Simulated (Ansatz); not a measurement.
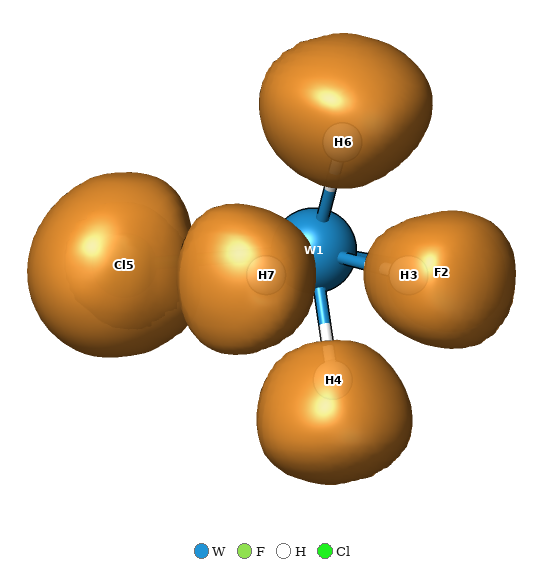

Figure 1: ClFH₄W. Isosurface of the ELF at 0.8 (orange), seen from one side. Only the valence region is drawn (cores and ρ < 0.01 e/Å³ removed).

Core potentials replace the inner electrons of W.

Level of theory: RKS PBE/def2-SVP (Ansatz).

```json
{"atom": "W", "x (Å)": "-0.2099", "y (Å)": "-0.1407", "z (Å)": "0.4960"}
{"atom": "F", "x (Å)": "0.6634", "y (Å)": "0.1826", "z (Å)": "2.1420"}
{"atom": "H", "x (Å)": "1.3533", "y (Å)": "0.0127", "z (Å)": "-0.0939"}
{"atom": "H", "x (Å)": "0.3581", "y (Å)": "1.3275", "z (Å)": "-0.0524"}
{"atom": "Cl", "x (Å)": "-2.3778", "y (Å)": "0.1233", "z (Å)": "-0.1956"}
{"atom": "H", "x (Å)": "0.4789", "y (Å)": "-1.5242", "z (Å)": "-0.1872"}
{"atom": "H", "x (Å)": "0.0036", "y (Å)": "0.0188", "z (Å)": "-1.1693"}
```

Describe the localisation domains.

The ELF exceeds this value in four regions around hydrogen nuclei, one region wrapped around Cl (its valence shell) and one region wrapped around F (its valence shell). Profiles from the grid: W–F (1.89 Å): the ELF peaks at about 0.85 in the valence shell of F, 0.5 Å from its nucleus, and drops to about 0.20 between the two atoms. W–Cl (2.29 Å): the ELF peaks at about 0.85 in the valence shell of Cl, 0.8 Å from its nucleus, and is about 0.35 at the midpoint.
